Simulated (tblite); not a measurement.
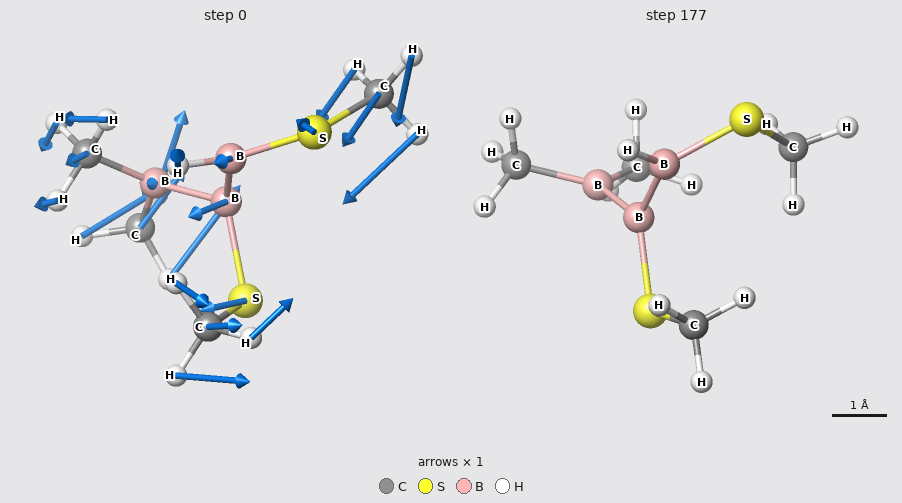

The structure of C₄H₁₃B₃S₂ before (left) and after (right) a relaxation, at one scale. The blue arrows give the displacements, at their true length.

A ball-and-stick model, seen from a free direction.

The calculation used GFN2-xTB geometry optimisation, gas phase (tblite). 

What changed between the two?

Answer. After 177 geometry steps the energy has fallen by 1.817 eV. The largest move after the best rigid fit is that of an H atom, 2.24 Å. Largest moves by element: H 2.24 Å, C 1.44 Å, S 1.08 Å, B 1.00 Å. Some distances before and after: B–S 1.904 → 1.779 Å, B–S 1.843 → 1.766 Å, C–H 1.121 → 1.085 Å, B–B 1.675 → 1.641 Å. Among the angles between lasting bonds that change: B–B–H 112.3° → 122.8°, C–S–B 113.3° → 104.4°, S–B–H 119.7° → 111.6°. Groups turn about C–S by about 50°, C–S by about 40°, B–S by about 30°.
